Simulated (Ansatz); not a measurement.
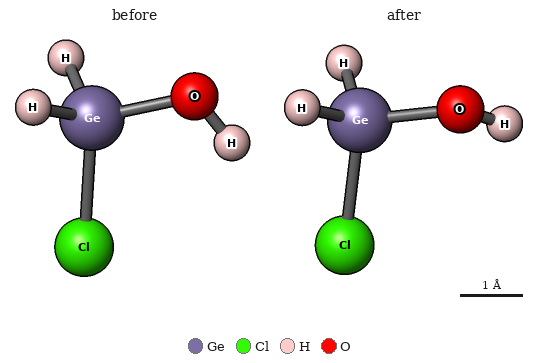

The structure of GeH₃OCl before (left) and after (right) a relaxation, at one scale.

Style: ball-and-stick. Shown at a tilt.

The run prepares the start of a later molecular dynamics calculation, from a guessed geometry.

All numbers below come from RHF/def2-SVP (Ansatz). Settings: no spin polarisation; force threshold 0.02 eV/Å; at most 40 steps.

Question: What changed between the two?

Answer: The atom that moves furthest after the best rigid fit is an H atom (0.34 Å). Largest moves by element: H 0.34 Å, O 0.26 Å, Cl 0.14 Å, Ge 0.05 Å. Near-neighbour distances that change, for instance: H–O 1.010 → 0.945 Å, Cl–Ge 2.220 → 2.167 Å, Ge–H 1.550 → 1.517 Å, Ge–O 1.769 → 1.749 Å. Among the angles between lasting bonds that change: Ge–O–H 109.5° → 118.1°, H–Ge–H 109.5° → 114.9°, Cl–Ge–H 109.5° → 106.4°. Groups turn about Ge–O by about 45°. Over 13 accepted moves (17 points after the start) the energy falls by 20.1 kJ/mol. The largest force component goes from 3.1 to 0.011 eV/Å. The line search rejected the trial steps at points 6, 7, 13, 15 of the run. The forces were under the threshold at step 14, but the run went on from there. Cost: 27 s on 1 thread of Arm Neoverse V1 (shared host), peak memory 0.15 GiB.

Limits of the set-up: Hartree-Fock leaves out electron correlation.
